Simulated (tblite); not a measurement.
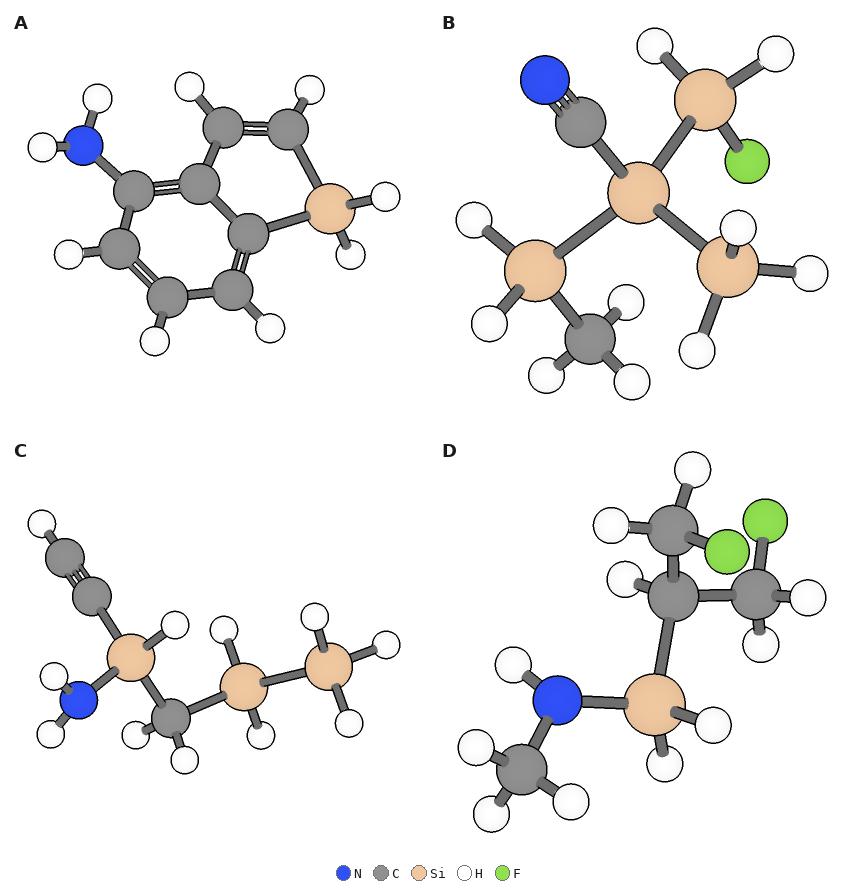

The picture comes from a calculation with tblite.

Match each picture to its SMILES.
(1) Nc1cccc2c1C=C[SiH2]2
(2) C[SiH2][Si@]([SiH3])(C#N)[SiH2]F
(3) C#C[Si@@H](N)C[SiH2][SiH3]
(4) CN[SiH2]C(CF)CF

Answer. A is (1), B is (2), C is (3), D is (4).
